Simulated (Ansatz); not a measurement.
**Phonon calculation of CH$_{5}$BF$_{2}$Si**

The run: phonon calculation of CH$_{5}$BF$_{2}$Si. Method and program: UKS revPBE-D4/def2-SVP (Ansatz 0.2.0).

It belongs to a series of runs on one base structure; here: vibrations at the highest image of the band. Figures and captions count atoms from 1; the log counts them from 0 in places.

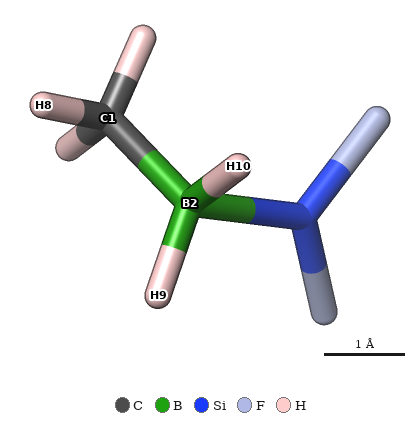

The input geometry (stick view, seen at a tilt; atoms are numbered from 1 in the order of the input).

**The input**
```yaml
crystal:
  periodic: [false, false, false]
  atoms:
    - { symbol: C, position_ang: [-1.113834, -0.385526, 0.505208] }
    - { symbol: B, position_ang: [0.49571, -0.098559, 0.740431] }
    - { symbol: Si, position_ang: [1.036374, 0.512467, -1.05792] }
    - { symbol: F, position_ang: [1.80575, -0.288984, -2.255527] }
    - { symbol: F, position_ang: [0.440397, 1.821945, -1.831275] }
    - { symbol: H, position_ang: [-1.70992, 0.504542, 0.218089] }
    - { symbol: H, position_ang: [-1.350787, -1.207861, -0.200512] }
    - { symbol: H, position_ang: [-1.481602, -0.707683, 1.50439] }
    - { symbol: H, position_ang: [1.21587, -1.075677, 0.927491] }
    - { symbol: H, position_ang: [0.745142, 0.874236, 1.452526] }
magnetization:
  spin_polarized: true
basis:
  gaussian: { orbitals: def2-SVP }
hamiltonian:
  xc: revpbe
  dispersion: d4
phonons: {}
```

Run on 2 threads of Intel Xeon @ 2.50GHz (Skylake/Cascade Lake), 16 GiB of memory available, shared host.

Command:
```bash
ansatz run input.yaml --threads 2 --pin off --max-ram 3072MiB --backend cpu --events-out ev --progress --plain --runs-dir out
```

**What the program printed**
```
Engine: ansatz 0.2.0, x86_64-unknown-linux-gnu
Functional definition: revPBE
  parameter kappa = 1.245
  parameter beta = 0.06672455060314922
  exchange = pbe_x(kappa = kappa, mu = beta*pi^2/3)
  correlation = pbe_c(beta = beta)
1094 factors; their error is unknown
mean field evaluation 1: about -15084.0718 eV, gradient 4.8e1 eV
mean field evaluation 2: about -15032.1214 eV, gradient 9.2e1 eV
mean field evaluation 4: about -15095.8024 eV, gradient 9.9e0 eV
mean field evaluation 8: about -15096.1404 eV, gradient 8.5e-2 eV
mean field evaluation 16: about -15096.0765 eV, gradient 3.8e-5 eV
mean field -15096.07652977 eV, -554.7705799810 hartree, gradient 6.8e-6 eV, S^2 0.000000; 0 other end points of the search recorded, 0 dependent functions left out
the calculation of the forces begins
reference -15096.07657130 eV, -554.7705815071 hartree; 24, 24 occupied and 75, 75 virtual orbitals, 1094 factors
these checks for a lower state are left out or cut short: stability, starts, cluster_reference, orbital_swaps, neighbouring_geometries, increment
1094 factors; their error is unknown
mean field -15096.07634602 eV, -554.7705732282 hartree, gradient 8.8e-7 eV, S^2 0.000000; 0 other end points of the search recorded, 0 dependent functions left out
[... from here on the field's lines of each further geometry are left out, up to the last ...]
the calculation of the forces begins
reference -15096.07654769 eV, -554.7705806393 hartree; 24, 24 occupied and 75, 75 virtual orbitals, 1094 factors
these checks for a lower state are left out or cut short: stability, starts, cluster_reference, orbital_swaps, neighbouring_geometries, increment
1094 factors; their error is unknown
mean field -15096.07649995 eV, -554.7705788849 hartree, gradient 1.1e-6 eV, S^2 0.000000; 0 other end points of the search recorded, 0 dependent functions left out
the calculation of the forces begins
reference -15096.07654148 eV, -554.7705804111 hartree; 24, 24 occupied and 75, 75 virtual orbitals, 1094 factors
WARN: phonons: modes at or below zero, which the zero-point energy, F, S and C_V leave out: 1, the lowest at -74.05 cm⁻¹. A minimum has none, and a first-order saddle one
Total energy: -15096.65245419 eV, -554.7917448130 hartree
Atom 0 at    -1.113834    -0.385526     0.505208 Å, force     0.001129     0.001521     0.000260 eV/Å
Atom 1 at     0.495710    -0.098559     0.740431 Å, force     0.000286    -0.000229    -0.001136 eV/Å
Atom 2 at     1.036374     0.512467    -1.057920 Å, force     0.000503    -0.000095     0.000451 eV/Å
Atom 3 at     1.805750    -0.288984    -2.255527 Å, force     0.000905    -0.001238    -0.001826 eV/Å
Atom 4 at     0.440397     1.821945    -1.831275 Å, force    -0.001119     0.000486     0.000946 eV/Å
Atom 5 at    -1.709920     0.504542     0.218089 Å, force     0.000009    -0.000158     0.000030 eV/Å
Atom 6 at    -1.350787    -1.207861    -0.200512 Å, force     0.000025    -0.000408    -0.000164 eV/Å
Atom 7 at    -1.481602    -0.707683     1.504390 Å, force    -0.000408    -0.000259     0.000109 eV/Å
Atom 8 at     1.215870    -1.075677     0.927491 Å, force    -0.000593     0.000403     0.000612 eV/Å
Atom 9 at     0.745142     0.874236     1.452526 Å, force    -0.000736    -0.000023     0.000719 eV/Å
Dipole moment:     0.005384     0.062640    -0.176132 e Å
Vibrations: -74.05 35.66 92.60 230.34 291.72 323.80 497.18 553.37 737.12 745.03 833.03 860.36 897.19 973.97 1000.22 1073.07 1256.31 1399.91 1414.44 2417.27 2491.47 2959.08 3040.92 3059.57 cm⁻¹, zero-point energy 1.685170 eV
```

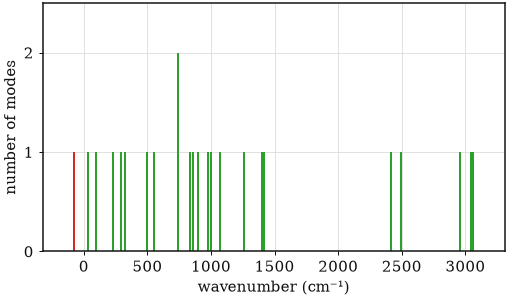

Harmonic vibrational wavenumbers from the force constants; neighbouring modes closer than 14 cm⁻¹ are counted in one stick, and imaginary ones are drawn at negative wavenumbers. 24 modes from 74i to 3060 cm⁻¹, 1 imaginary beyond 8i (74i cm⁻¹): not a clean minimum; so soft a mode can be a shallow saddle, an incomplete relaxation or noise of the force constants.

**Key numbers**

```csv
quantity,value
outcome,converged
total energy,−15096.6525 eV
mean-field energy,−15096.0766 eV
largest force (length of the vector),0.002 eV/Å
wall time,81 s (CPU time 2.6 min)
peak memory,0.18 GiB
```
